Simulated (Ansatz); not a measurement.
# GaH2Cl (built from SMILES [Cl][GaH2]): a reaction path by the nudged elastic band

Aim: the minimum-energy path between two given structures and its highest point. Both ends were relaxed at PBE0-D4 in triple zeta.

The runs use Ansatz 0.2.0, Gaussian basis; PBE0-D4/def2-SVP.

16 further runs of the same task are left out: 16 set aside as unsound or not needed.

## Step 1: Where the work starts

The first end: 4 atoms, charge 0, spin multiplicity 1.

Atoms are counted from 1 here; the program's logs count them from 0.

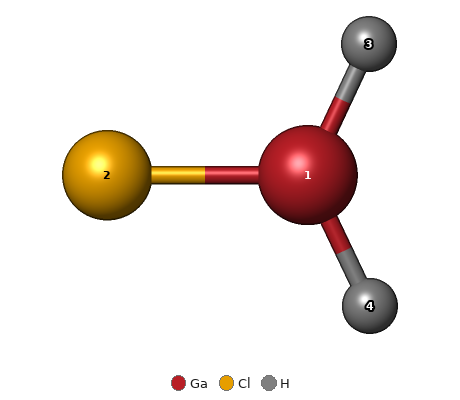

As it starts; gallium red, chlorine amber, hydrogen grey; atoms are numbered from 1 in the order of the file.

Coordinates:

```xyz
4
ClGaH2
Ga   -0.1581    0.1062   -0.0793
Cl    1.4868   -0.9997    0.7503
H    -0.0394    0.4271   -1.5972
H    -1.2893    0.4664    0.9264
```

The second end:

```
atom    x (Å)    y (Å)    z (Å)
 Ga1  -1.4109   0.8208  -0.2087
 Cl2   1.1596  -0.6310  -0.0002
  H3   1.6014  -0.5663  -1.2016
  H4  -1.3501   0.3765   1.4106
```

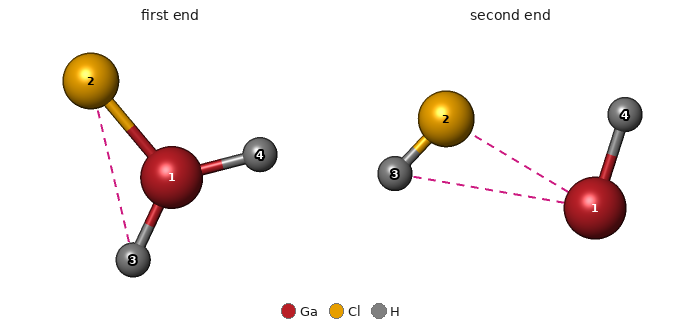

The two ends; dashed lines mark the contacts followed along the path.

## Step 2: The band at PBE0-D4/def2-SVP

Input file neb/in.yaml:

```yaml
crystal:
  periodic: [false, false, false]
  atoms:
    - {symbol: Ga, position_ang: [-0.158078, 0.106176, -0.079294]}
    - {symbol: Cl, position_ang: [1.486827, -0.999720, 0.750261]}
    - {symbol: H, position_ang: [-0.039400, 0.427122, -1.597218]}
    - {symbol: H, position_ang: [-1.289348, 0.466422, 0.926351]}
basis:
  gaussian: {orbitals: def2-SVP}
hamiltonian: {xc: pbe0, dispersion: d4}
neb:
  images: 5
  climbing: true
  max_iterations: 40
  initial_path: idpp
  final_atoms:
    - {symbol: Ga, position_ang: [-1.410884, 0.820824, -0.208666]}
    - {symbol: Cl, position_ang: [1.159568, -0.630995, -0.000216]}
    - {symbol: H, position_ang: [1.601374, -0.566302, -1.201596]}
    - {symbol: H, position_ang: [-1.350059, 0.376472, 1.410578]}
```

On the command line:

```sh
$ ansatz run in.yaml --threads 2 --pin off --events-out ev --progress --plain --max-ram 4352MiB
```

The log of the run:

```text
Functional definition: PBE0
  name "PBE0"
  cite "Adamo & Barone, J. Chem. Phys. 110, 6158 (1999) doi:10.1063/1.478522"
  cite "Perdew, Burke & Ernzerhof, Phys. Rev. Lett. 77, 3865 (1996) doi:10.1103/PhysRevLett.77.3865"
  parent pbe
  parameter a = 0.25
  parameter kappa = 0.804
  parameter beta = 0.06672455060314922
  exchange = (1 - a)*pbe_x(kappa = kappa, mu = beta*pi^2/3) + a*exact_x
  correlation = pbe_c(beta = beta)
618 factors; integrals over basis functions are off by at most 3.0e-4 eV
mean field evaluation 1: about -64911.8039 eV, gradient 2.2e1 eV
mean field evaluation 2: about -64911.5577 eV, gradient 2.7e1 eV
mean field evaluation 4: about -64912.5722 eV, gradient 1.8e-1 eV
mean field evaluation 8: about -64912.5731 eV, gradient 4.0e-3 eV
mean field -64912.57309029 eV, -2385.4930617457 hartree, gradient 2.8e-5 eV, S^2 0.000000; 0 other end points of the search recorded, 0 dependent functions left out
the calculation of the forces begins
reference -64912.57311504 eV, -2385.4930626555 hartree; 25, 25 occupied and 35, 35 virtual orbitals, 618 factors
[... from here to the last solve, the lines of the solves are left out (66 solves) ...]
WARN: NEB end point (image 0): max|allowed force component| = 9.258e-2 eV/Å (the criterion of neb.relax_end_points is 1.000e-2). That is over neb.f_tol: it is no minimum, so the barrier can be far off. Relax it first
WARN: NEB end point (image 6): max|allowed force component| = 2.237e-1 eV/Å (the criterion of neb.relax_end_points is 1.000e-2). That is over neb.f_tol: it is no minimum, so the barrier can be far off. Relax it first
NEB iter   1: max|band force component| = 3.708e0 eV/Å  barrier→ = 4.0973 eV  barrier← = 2.1380 eV  Δτ_max = 0.2000 Å  (172 SCF iters)
NEB iter   2: max|band force component| = 2.624e0 eV/Å  barrier→ = 3.0296 eV  barrier← = 1.0702 eV  Δτ_max = 0.2000 Å  (139 SCF iters)
NEB iter   3: max|band force component| = 1.567e0 eV/Å  barrier→ = 2.5163 eV  barrier← = 0.5570 eV  Δτ_max = 0.2000 Å  (142 SCF iters)
NEB iter   4: max|band force component| = 9.369e-1 eV/Å  barrier→ = 2.4703 eV  barrier← = 0.5110 eV  Δτ_max = 0.0826 Å  (137 SCF iters)
NEB iter   5: max|band force component| = 7.593e-1 eV/Å  barrier→ = 2.3993 eV  barrier← = 0.4400 eV  Δτ_max = 0.0691 Å  (137 SCF iters)
NEB iter   6: max|band force component| = 3.018e-1 eV/Å  barrier→ = 2.3767 eV  barrier← = 0.4173 eV  CI = image 3  Δτ_max = 0.0804 Å  (128 SCF iters)
NEB iter   7: max|band force component| = 1.362e-1 eV/Å  barrier→ = 2.3816 eV  barrier← = 0.4223 eV  CI = image 3  Δτ_max = 0.0137 Å  (130 SCF iters)
620 factors; integrals over basis functions are off by at most 1.0e-3 eV
mean field -64910.45185897 eV, -2385.4151079326 hartree, gradient 1.3e-6 eV, S^2 0.000000; 0 other end points of the search recorded, 0 dependent functions left out
the calculation of the forces begins
reference -64910.45188195 eV, -2385.4151087773 hartree; 25, 25 occupied and 35, 35 virtual orbitals, 620 factors
NEB iter   8: max|band force component| = 2.816e-2 eV/Å  barrier→ = 2.3815 eV  barrier← = 0.4222 eV  CI = image 3  Δτ_max = 0.0000 Å  (712 SCF iters)
Total energy: -64910.24412997 eV, -2385.4074740328 hartree
Atom 0 at    -0.733269     0.442852    -0.172393 Å, force    -0.014324     0.004340     0.013605 eV/Å
Atom 1 at     1.511366    -0.818256    -0.016754 Å, force     0.002771     0.000155    -0.006549 eV/Å
Atom 2 at     0.565712    -0.026261    -1.108740 Å, force     0.016080    -0.007303    -0.005703 eV/Å
Atom 3 at    -1.343807     0.401666     1.297986 Å, force    -0.004527     0.002807    -0.001353 eV/Å
Dipole moment:    -0.428094     0.250379    -0.068513 e Å
```

Run time: 50 s. Hardware: 2 threads of Arm Neoverse V1, shared host.

The last band:

```
image  path (Å)  energy (kcal/mol)  Cl2–H3 (Å)  Ga1–Cl2 (Å)  Ga1–H3 (Å)
    0      0.00                0.0        3.14         2.15        1.56
    1      0.48                8.8        2.63         2.18        1.53
    2      0.96               36.3        2.12         2.33        1.53
    3      1.44               54.9        1.65         2.58        1.67
    4      1.97               47.0        1.32         3.00        2.25
    5      2.50               45.8        1.29         3.03        2.90
    6      3.04               45.2        1.28         2.96        3.46
```

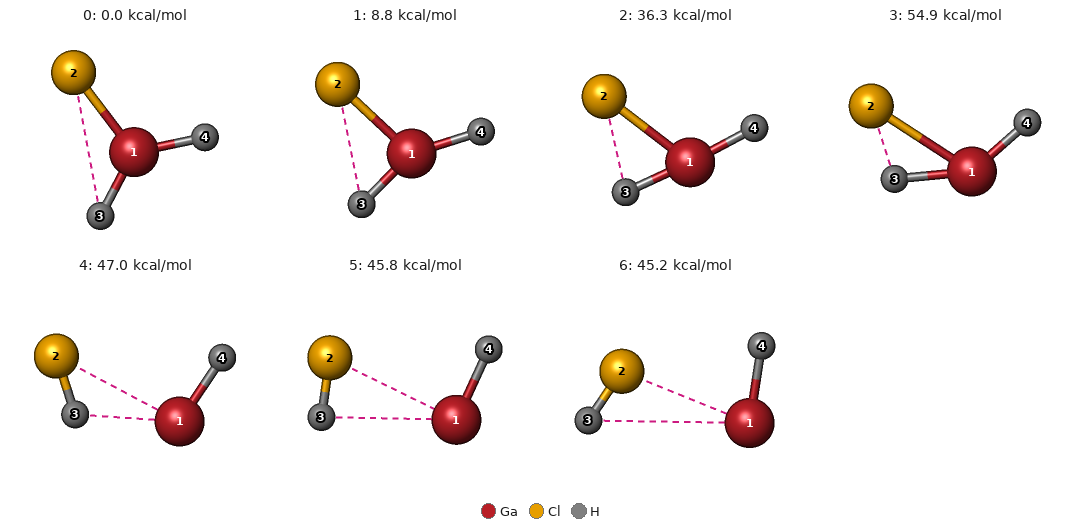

The images of the last band.

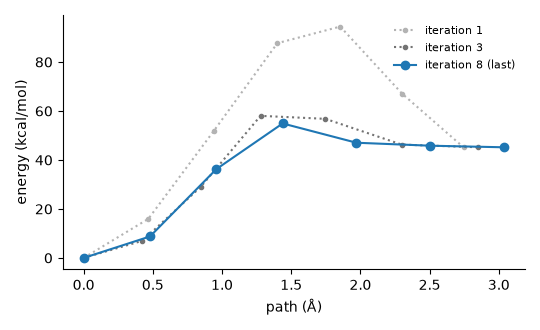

Energy along the path.

The highest image, 3:

```
Ga   -0.73327    0.44285   -0.17239
Cl    1.51137   -0.81826   -0.01675
H     0.56571   -0.02626   -1.10874
H    -1.34381    0.40167    1.29799
```

## Step 3: Results

| quantity | value |
| --- | --- |
| PBE0-D4/def2-SVP, 8 iterations | highest 54.9 kcal/mol (image 3), last end +45.2 kcal/mol |
| from earlier runs: barrier over the separately found saddle, CCSD(T)/def2-TZVPP | 59.8 kcal/mol |

In words: The highest image lies 54.9 kcal/mol above the first end, and it climbed, so it estimates the saddle. The ends are not quite minima at this level (largest force component 0.22 eV/Å), so the heights are unreliable: relaxing the first end would lower it and raise the barrier above it. The highest image is 4.9 kcal/mol below the CCSD(T) barrier in triple zeta, which comes from separate runs on the saddle.
